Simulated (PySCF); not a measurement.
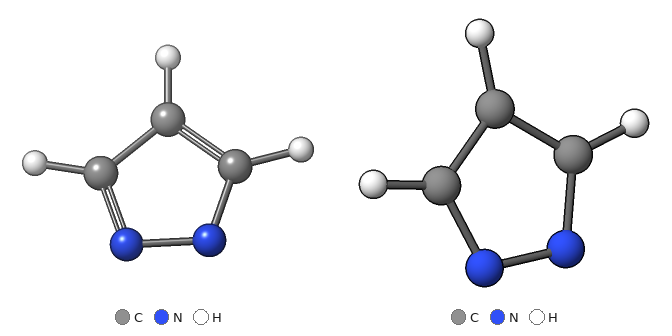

Two views of one molecule.

State: charge −1, singlet. The geometry was computed by an optimisation with PBE0-D3(BJ)/def2-SVP. No frequency run is at hand to confirm it as a minimum.

Question: Give the formula.

Answer: C₃H₃N₂⁻, 8 atoms: 3 carbon, 3 hydrogen and 2 nitrogen.

Question: Describe its rings.

Answer: Independent rings (smallest set): 1 of 5 members, 1 of them aromatic.

More results for the same structure follow; atom numbers are the same in all pictures, views and colours differ.

## Symmetry

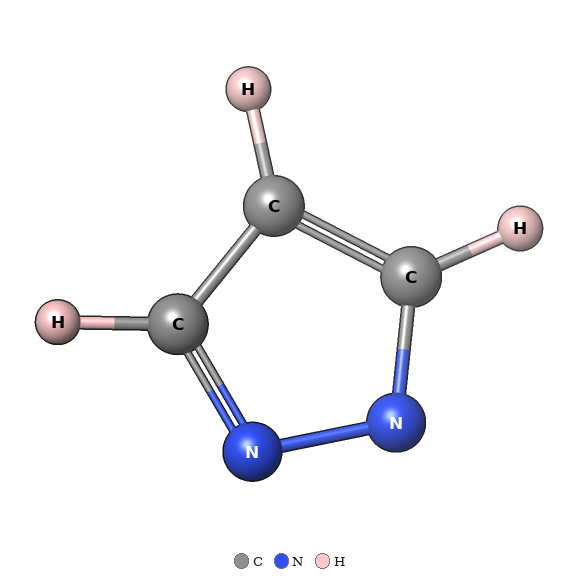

All atoms lie in one plane, which faces the viewer. No frequency run is at hand to confirm it as a minimum.

Question: List the symmetry elements and name the point group.

Answer: It has 1 C2 axis and 2 mirror planes, so the point group is C2v. The group has 4 operations. The geometry is achiral, and symmetry allows a dipole moment.

## NMR shielding

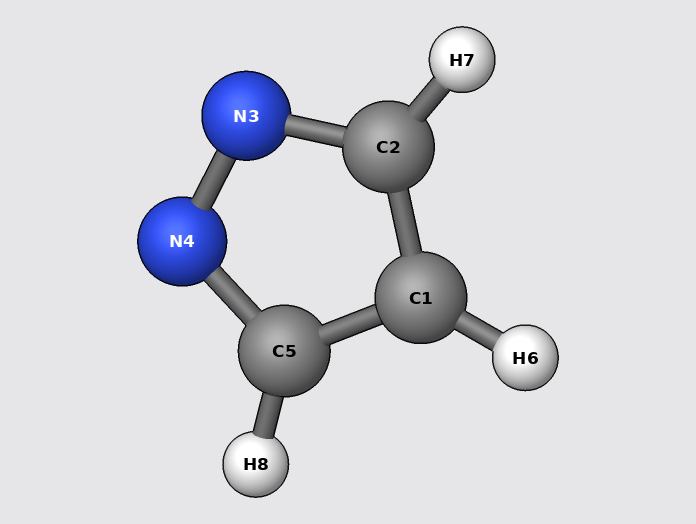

No frequency run is at hand to confirm it as a minimum. Method: GIAO PBE0/STO-3G NMR shielding, non-relativistic, gas phase (PySCF 2.14.0). Principal shieldings σ11 ≤ σ22 ≤ σ33, span Ω = σ33 − σ11, skew κ = 3(σiso − σ22)/Ω.

Give the shielding tensors of the N atoms.

```
  atom     σ11   σ22    σ33  σiso      Ω     κ
N3, N4  −165.1  31.4  251.6  39.3  416.7  0.06
```

Shieldings and span in ppm.

## Bond orders

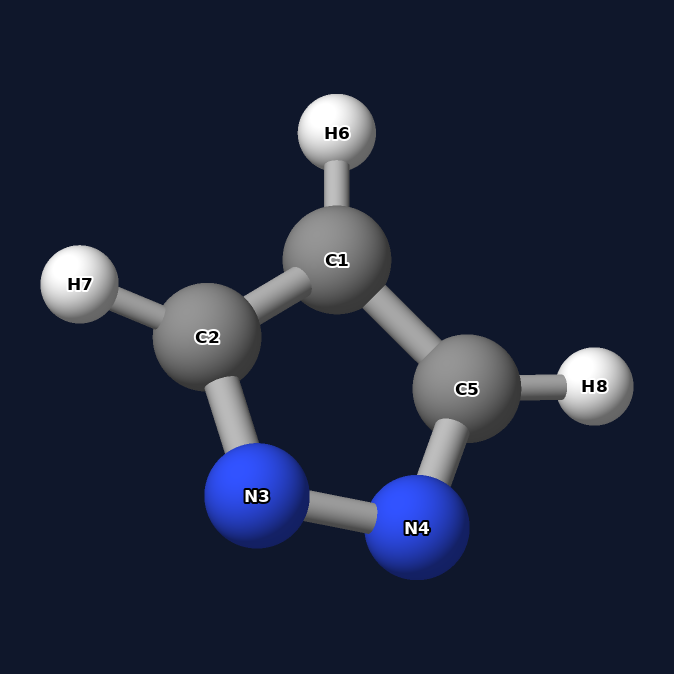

The thickness of each stick grows with its Mayer bond order. No frequency run is at hand to confirm it as a minimum. Level of theory: PBE0/def2-SVP (PySCF 2.14.0).

Question: Which bond has the highest Mayer bond order?

Answer: C2–N3 and N4–C5, 1.50, at a length of 1.344 Å.

List the Mayer bond orders of C1–C2, C1–H6, N3–N4, C2–N3, C2–H7 (one bond of each equivalent set).

```tsv
bond	Mayer order	length (Å)
C1–C2	1.35	1.405
C1–H6	0.98	1.092
N3–N4	1.27	1.343
C2–N3	1.50	1.344
C2–H7	0.98	1.096
```

## Quadrupole coupling

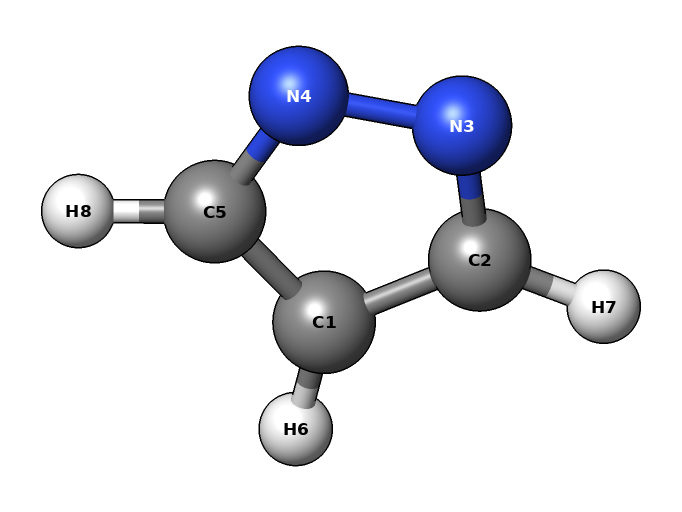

No frequency run is at hand to confirm it as a minimum. Electric field gradients from the ground-state density, PBE0/6-31G* (PySCF 2.14.0), non-relativistic apart from any core potentials.

Give the largest field-gradient component, the quadrupole coupling constant and the asymmetry for 14N at N3 (Q = 20.44 mb), 2H at H6 (Q = 2.86 mb), 2H at H7 (Q = 2.86 mb).

```tsv
atom	V_zz (a.u.)	e²qQ/h (MHz)	η
N3	−0.803	−3.86	0.46
H6	0.313	0.210	0.07
H7	0.302	0.203	0.07
```
